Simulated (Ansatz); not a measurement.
The starting structures come from a database of crystals and need not be the phases stable at ambient conditions.

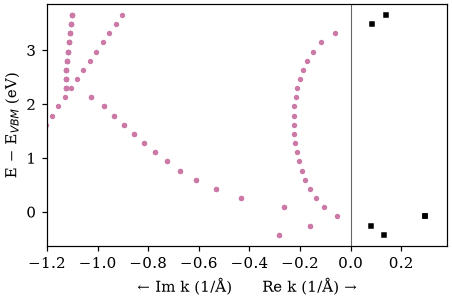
Figure: Complex bands at the centre of the two-dimensional zone; Ansatz (a program for electronic structure) with r2SCAN

The gap is the functional's own, uncorrected, and κ follows it; spin-orbit coupling is left out. Mid-gap values are interpolated between the computed energies.

### Question
This is AlGaN2 (P3m1, not sure to be the ambient phase, 4 atoms a cell, 10.9 Å³ an atom) along the normal of (001). Read off the slowest decay at the centre of the two-dimensional zone at 1.61 eV, the computed energy nearest the middle of the gap.

### Answer
κ ≈ 0.23 1/Å, a decay length 1/(2κ) of the density of 2.2 Å.
